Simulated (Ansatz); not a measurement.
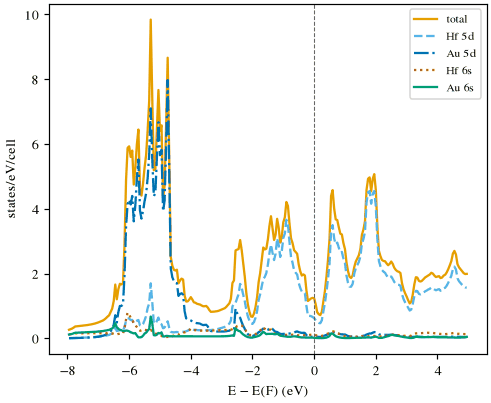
*Total and projected density of states of Hf2Au (MoSi2 or CaC2 type, I4/mmm), PBEsol in the plane-wave PAW code Ansatz*

Task: Which orbitals carry the states next to the Fermi level?

Result: Within 0.5 eV of the Fermi level: Hf 5d 69 %, Hf 6s 7 %, Au 5d 6 %, outside the projected shells 15 %. Projections are on Löwdin-orthogonalised atomic valence shells; empty p or d shells of many metals are not among them.

Task: Where is the tallest occupied peak in this window, and what makes it?

Result: Near -5.3 eV, about 9.8 states/eV per cell; the largest projected share is Au 5d.

The workflow started from an entry of the Crystallography Open Database (COD). Its standing as an ambient phase is unchecked. Symmetry was held in the PBEsol relaxation; its stability against distortions is not shown here. No spin polarisation was allowed. Spin–orbit coupling is left out wherever it is not named.

Potentials: the later of the program's two PAW sets.
